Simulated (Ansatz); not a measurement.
# C4H5NO2 (succinimide): RPA@PBE/6-31G(d) (spherical functions)

Aim: the vertical ionisation energy of C4H5NO2 (succinimide) at RPA@PBE/6-31G* (spherical functions), from 2 runs. 

The results are computed with Ansatz 0.2.0.

61 further runs of the same task are left out: 61 set aside as unsound or not needed.

### Step 1. The structure to begin with

C4H5NO2 has 12 atoms, charge 0, and is taken as a singlet. As SMILES, `O=C1CCC(=O)N1`. Geometry: relaxed at PBE0-D4/def2-TZVP.

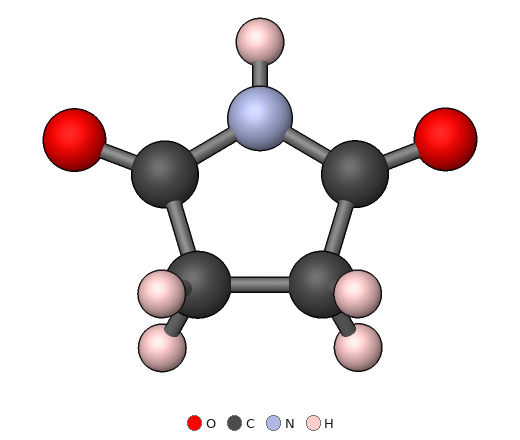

The structure, seen from a chosen angle (oxygen red, carbon dark grey, nitrogen light blue, hydrogen pink).

### Step 2. A single-point energy at RPA@PBE/6-31G(d) (spherical functions)

run.yaml

```yaml
crystal:
  periodic: [false, false, false]
  atoms:
    - {symbol: O, position_ang: [1.639280, -0.871100, 1.691950]}
    - {symbol: C, position_ang: [0.885440, -0.408080, 0.880820]}
    - {symbol: C, position_ang: [-0.350350, -1.052550, 0.285480]}
    - {symbol: C, position_ang: [-0.920300, -0.020680, -0.681700]}
    - {symbol: C, position_ang: [0.015400, 1.168760, -0.600110]}
    - {symbol: O, position_ang: [-0.058340, 2.206240, -1.199110]}
    - {symbol: "N", position_ang: [1.001240, 0.845500, 0.312040]}
    - {symbol: H, position_ang: [-0.054050, -1.986800, -0.194010]}
    - {symbol: H, position_ang: [-1.028670, -1.313250, 1.099360]}
    - {symbol: H, position_ang: [-0.954610, -0.361510, -1.717620]}
    - {symbol: H, position_ang: [-1.925900, 0.314600, -0.423070]}
    - {symbol: H, position_ang: [1.750860, 1.478890, 0.545970]}
basis:
  gaussian:
    orbitals: 6-31G_st_-spherical.json
total_charge: 0
hamiltonian:
  xc: pbe
correlation:
  method: rpa
  frozen_orbitals: {C: 1, H: 0, "N": 1, O: 1}
accuracy: high
```

The basis set 6-31G* is read from a file made from the Basis Set Exchange's data (not shown).

On the command line:

```sh
$ ansatz run run.yaml --threads 1 --pin off --max-ram 3480MiB --events-out events.jsonl --progress --plain --runs-dir runs
```

The program printed:

```text
Warning: RAYON_NUM_THREADS=1 ignored (pool sized by the plan → 1); use --threads N
Functional definition: PBE
  name "PBE"
  parameter kappa = 0.804
  parameter beta = 0.06672455060314922
  exchange = pbe_x(kappa = kappa, mu = beta*pi^2/3)
  correlation = pbe_c(beta = beta)
2634 factors; integrals over basis functions are off by at most 3.5e-9 eV
mean field evaluation 1: about -9792.1603 eV, gradient 7.4e1 eV
mean field evaluation 2: about -9792.1351 eV, gradient 7.4e1 eV
mean field evaluation 4: about -9799.2163 eV, gradient 4.2e1 eV
mean field evaluation 8: about -9802.8877 eV, gradient 2.6e-1 eV
mean field evaluation 16: about -9802.8862 eV, gradient 2.2e-5 eV
mean field -9802.88624817 eV, -360.2494249853 hartree, gradient 6.3e-8 eV, S^2 0.000000; 0 other end points of the search recorded, 0 dependent functions left out
7 core orbitals not correlated: weight in the atoms' cores, before any rotation towards them, 1.000 or more for the frozen orbitals, at most 0.000 for the correlated occupied ones
reference -9756.33919649 eV, -358.5388523869 hartree; 19, 19 occupied and 82, 82 virtual orbitals, 2634 factors
Total energy: -9797.59373373 eV, -360.0549286669 hartree
```

Wall time 19 s (1 thread of Arm Neoverse V2, shared host); peak memory 0.53 GiB.

### Step 3. The doublet cation

Edit run.yaml of step 2 so:

```diff
@@ -9,3 +9,3 @@
     - {symbol: O, position_ang: [-0.058340, 2.206240, -1.199110]}
-    - {symbol: "N", position_ang: [1.001240, 0.845500, 0.312040]}
+    - {symbol: N, position_ang: [1.001240, 0.845500, 0.312040]}
     - {symbol: H, position_ang: [-0.054050, -1.986800, -0.194010]}
@@ -16,10 +16,7 @@
 basis:
-  gaussian:
-    orbitals: 6-31G_st_-spherical.json
-total_charge: 0
-hamiltonian:
-  xc: pbe
-correlation:
-  method: rpa
-  frozen_orbitals: {C: 1, H: 0, "N": 1, O: 1}
+  gaussian: {orbitals: 6-31G_st_-spherical.json}
 accuracy: high
+correlation: {method: rpa, frozen_orbitals: {C: 1, H: 0, "N": 1, O: 1}}
+total_charge: 1
+hamiltonian: {xc: pbe}
+magnetization: {spin_polarized: true, initial_magnetization: 1}
```

The basis set 6-31G* is read from a file made from the Basis Set Exchange's data (not shown).

On the command line:

```sh
$ ansatz run run.yaml --threads 1 --pin off --max-ram 3480MiB --events-out events.jsonl --progress --plain --runs-dir runs
```

The program printed, cut to the lines that bear on the results:

```text
Warning: RAYON_NUM_THREADS=1 ignored (pool sized by the plan → 1); use --threads N
[... 2 set-up lines as earlier in the session ...]
[...]
2634 factors; integrals over basis functions are off by at most 3.5e-9 eV
[...]
mean field -9793.90501412 eV, -359.9193707215 hartree, gradient 3.0e-8 eV, S^2 0.752788; 4 other end points of the search recorded, 0 dependent functions left out
7 core orbitals not correlated: weight in the atoms' cores, before any rotation towards them, 1.000 or more for the frozen orbitals, at most 0.000 for the correlated occupied ones
reference -9745.92216909 eV, -358.1560336909 hartree; 19, 18 occupied and 82, 83 virtual orbitals, 2634 factors
Total energy: -9788.43981211 eV, -359.7185282521 hartree
```

Wall time 45 s (1 thread of Arm Neoverse V2, shared host); peak memory 0.64 GiB.

### Step 4. Outcome

Level: RPA@PBE/6-31G* (spherical functions), 7 core orbitals frozen.

| quantity | value |
| --- | --- |
| singlet C4H5NO2: total energy | -360.05493 Eh |
| singlet C4H5NO2: RPA correlation energy (valence) | -1516.1 mEh |
| doublet cation: total energy | -359.71853 Eh |
| doublet cation: RPA correlation energy (valence) | -1562.5 mEh |
| doublet cation: ⟨S²⟩ of the reference determinant | 0.753 |
| vertical ionisation energy (to the doublet cation) | 9.154 eV |

The vertical ionisation energy comes to 9.15 eV (211 kcal/mol).
